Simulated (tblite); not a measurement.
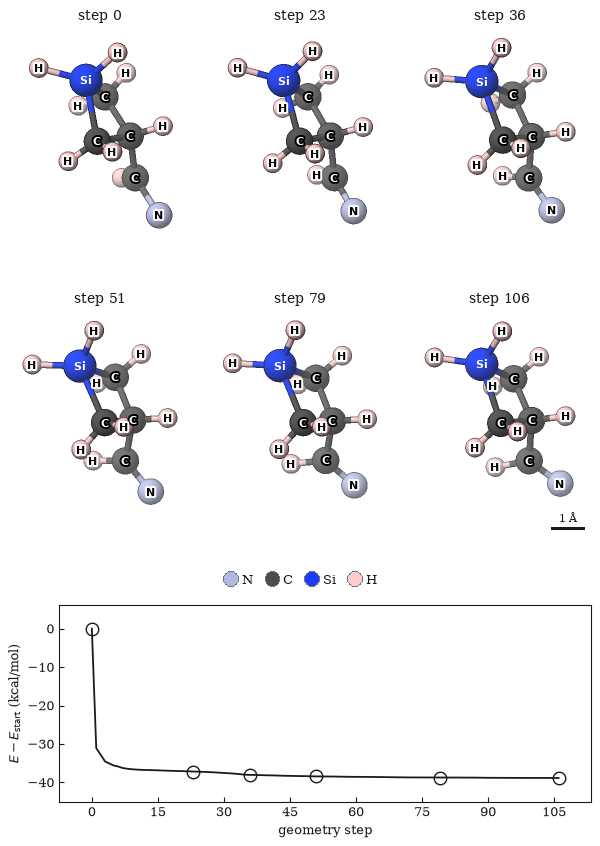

Frames of a relaxation of C4H8NSi (multiplicity 2), marked on the history of the run. Style: ball-and-stick. Shown from a free direction.

Theory: GFN2-xTB geometry optimisation, gas phase in tblite 0.8.0. 

### What happens along the run?

Over 106 geometry steps the energy falls by 38.8 kcal/mol. The atom that moves furthest after the best rigid fit is an H atom (1.10 Å). Largest moves by element: H 1.10 Å, N 0.89 Å, C 0.27 Å, Si 0.17 Å. Near-neighbour distances that change, for instance: C–N 1.447 → 1.218 Å, C–C 1.562 → 1.520 Å, C–C 1.569 → 1.541 Å, H–Si 1.489 → 1.461 Å. Among the angles between lasting bonds that change: C–C–H 119.5° → 111.7°, N–C–C 119.4° → 125.1°, C–C–C 94.7° → 100.4°. Groups turn about C–C by about 55°. From step 0 to 23: the N atom moves most (0.24 Å), energy −37.2 kcal/mol. From step 23 to 36: an H atom moves most (0.48 Å), energy −0.89 kcal/mol. From step 36 to 51: an H atom moves most (0.41 Å), energy −0.38 kcal/mol. From step 51 to 79: the N atom moves most (0.37 Å), energy −0.29 kcal/mol. From step 79 to 106: an H atom moves most (0.23 Å), energy −0.11 kcal/mol.
